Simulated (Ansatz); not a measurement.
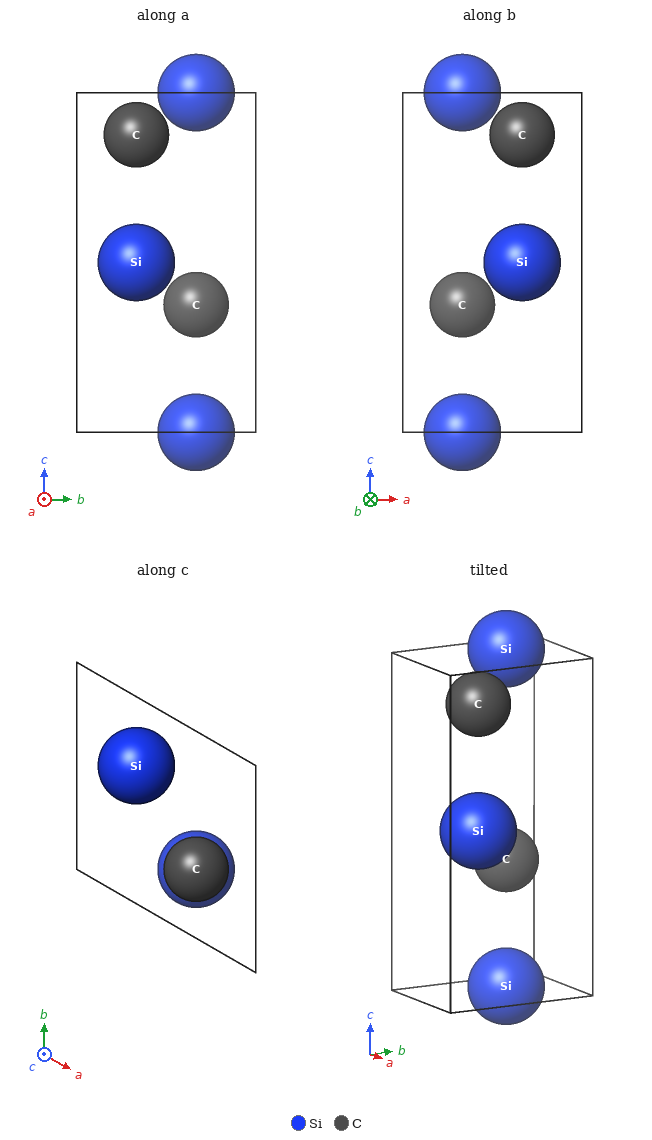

The crystal in a spheres-only representation, seen along the a axis, along the b axis, along the c axis and slightly off an axis. Atoms at the boundary of the conventional unit cell (the box) are drawn once for each face, edge or corner they touch.

Lattice parameters: a = 3.0920 Å, b = 3.0920 Å, c = 5.0743 Å, α = 90.000°, β = 90.000°, γ = 120.000°.

**Put the structure into a CIF with its space group and independent sites, with free fractional coordinates to two decimals.**

```cif
data_structure
_symmetry_space_group_name_H-M 'P 63 m c'
_symmetry_Int_Tables_number 186
_cell_length_a 3.0920
_cell_length_b 3.0920
_cell_length_c 5.0743
_cell_angle_alpha 90.000
_cell_angle_beta 90.000
_cell_angle_gamma 120.000
_cell_volume 42.01
loop_
_atom_site_label
_atom_site_type_symbol
_atom_site_symmetry_multiplicity
_atom_site_Wyckoff_symbol
_atom_site_fract_x
_atom_site_fract_y
_atom_site_fract_z
_atom_site_occupancy
Si1 Si 2 b 0.3333 0.6667 0.00 1
C1 C 2 b 0.3333 0.6667 0.38 1
```

The structure was taken from a structure type filled with these elements by a generator (whether the compound takes this form wasn't checked). The final geometry of a relaxation with DFT, PBE, PAW with Ansatz's default frozen-core files, scalar-relativistic (Ansatz) is shown.
